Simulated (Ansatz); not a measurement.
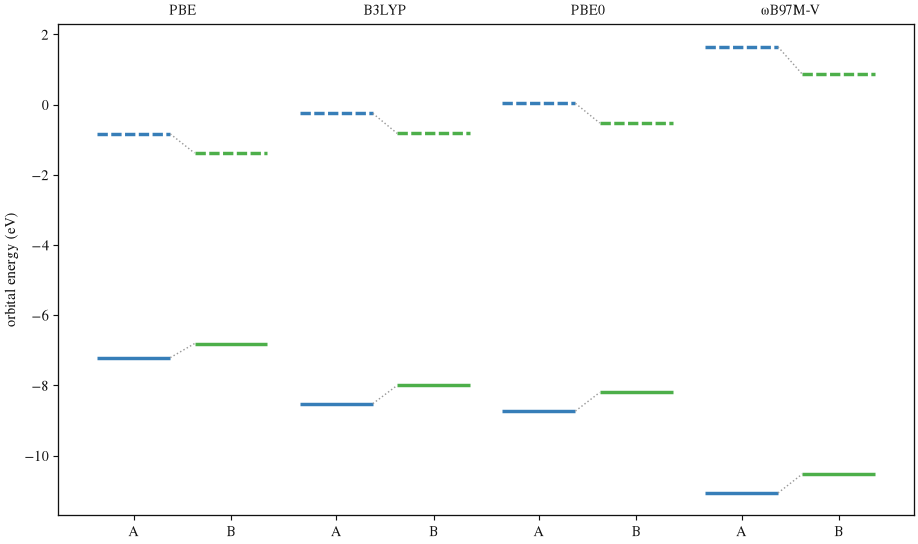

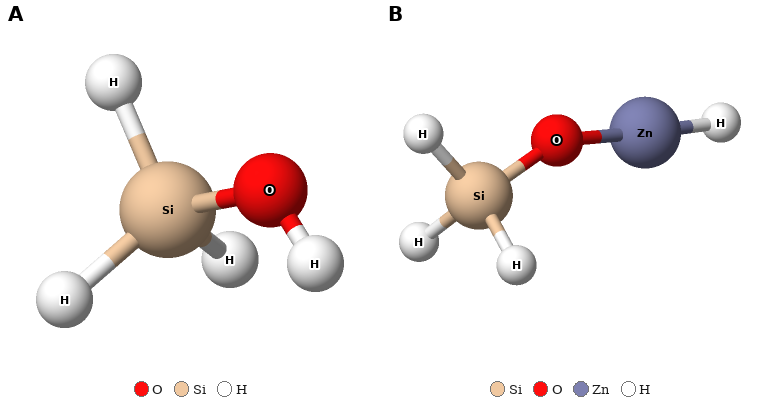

One change: A, SiH₄O (SMILES O[SiH3]), becomes B, ZnSiH₄O (SMILES [SiH3][O][ZnH]). H on O is replaced by ZnH. HOMO (solid) and LUMO (dashed) computed in def2-TZVPP at PBE0-D4/def2-TZVP geometries, both minima by their frequencies, gas phase, the Ansatz code 0.2.0. Empty levels above zero depend strongly on the basis.

Question: What does the change do to HOMO and LUMO?

Answer: PBE: the HOMO rises by 0.40 eV, the LUMO falls by 0.55 eV, and the separation goes from 6.38 to 5.43 eV. B3LYP: the HOMO rises by 0.52 eV, the LUMO falls by 0.57 eV, and the separation goes from 8.27 to 7.18 eV. PBE0: the HOMO rises by 0.53 eV, the LUMO falls by 0.56 eV, and the separation goes from 8.77 to 7.68 eV. ωB97M-V: the HOMO rises by 0.54 eV, the LUMO falls by 0.78 eV, and the separation goes from 12.71 to 11.39 eV.

Question: Do the functionals agree on the effect?

Answer: They agree on the direction for both levels; the HOMO shift lies between 0.40 and 0.54 eV and the LUMO shift between −0.78 and −0.55 eV, while the separations themselves differ by up to 6.3 eV between functionals.
